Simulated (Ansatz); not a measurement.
```sh
ansatz run in.yaml --threads 4 --pin off --events-out ev --progress --plain --max-ram 10444MiB
```

```yaml
crystal:
  periodic: [false, false, false]
  atoms:
    - {symbol: B, position_ang: [-1.682505, -0.625561, -1.089508]}
    - {symbol: N, position_ang: [-0.842669, -0.116356, -0.099177]}
    - {symbol: C, position_ang: [-1.037953, -0.441590, 1.308329]}
    - {symbol: Si, position_ang: [0.508776, 0.941801, -0.471793]}
    - {symbol: C, position_ang: [2.139428, 0.121579, -0.087820]}
    - {symbol: H, position_ang: [-2.590079, -1.347218, -0.778845]}
    - {symbol: H, position_ang: [-1.482946, -0.334354, -2.233951]}
    - {symbol: H, position_ang: [-0.182910, -0.991747, 1.714067]}
    - {symbol: H, position_ang: [-1.927392, -1.061281, 1.424450]}
    - {symbol: H, position_ang: [-1.165657, 0.465505, 1.907871]}
    - {symbol: H, position_ang: [0.420736, 1.308143, -1.904310]}
    - {symbol: H, position_ang: [0.371408, 2.162770, 0.372995]}
    - {symbol: H, position_ang: [2.965186, 0.800206, -0.317829]}
    - {symbol: H, position_ang: [2.268421, -0.785168, -0.683418]}
    - {symbol: H, position_ang: [2.216157, -0.147227, 0.968340]}
basis:
  gaussian: {orbitals: def2-SVP}
hamiltonian: {xc: {name: wB97M-V}}
output: {orbitals: {seedname: orbitals}}
```

What structure does this define?

Formula C₂H₁₀BNSi. As SMILES it reads `BN(C)[SiH2]C`. It has no ring. Among its groups: Si–H bond, Si–N bond, B–H bond. This geometry has C1 symmetry. Coordination: 1 B trigonal planar; 1 N trigonal planar; 2 C tetrahedral; 1 Si tetrahedral.

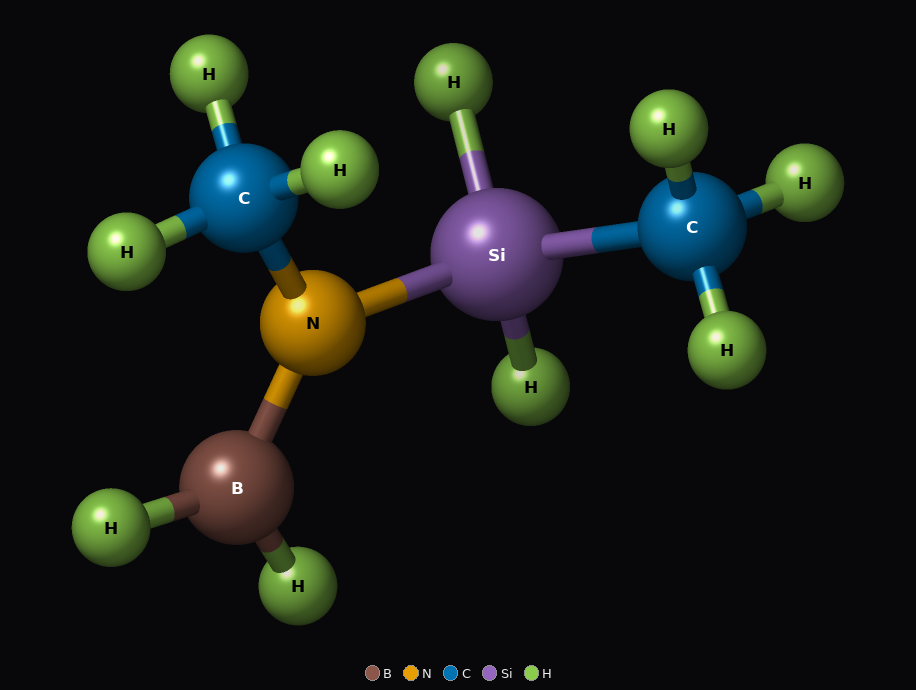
